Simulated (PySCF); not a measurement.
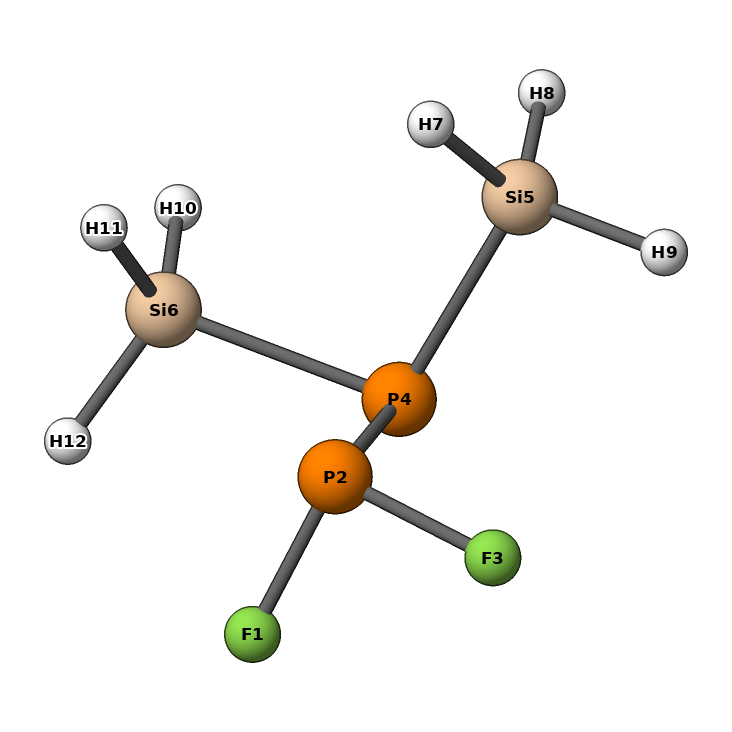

The questions are on isotropic NMR shieldings of the P atoms. Computed geometry: GFN2-xTB optimisation. No frequency run is at hand to confirm it as a minimum. Properties computed with GIAO PBE0/pcSseg-1 NMR shielding, non-relativistic, gas phase (PySCF 2.14.0).

Give the isotropic NMR shieldings of the P atoms atom by atom.

```tsv
atom	σ (ppm)
P2	−22.1
P4	532.5
```

The geometry is semi-empirical. Around P, Si such bond lengths and angles can be off by a tenth of an ångström or more and by several degrees, and values that hang on the shape move with them.
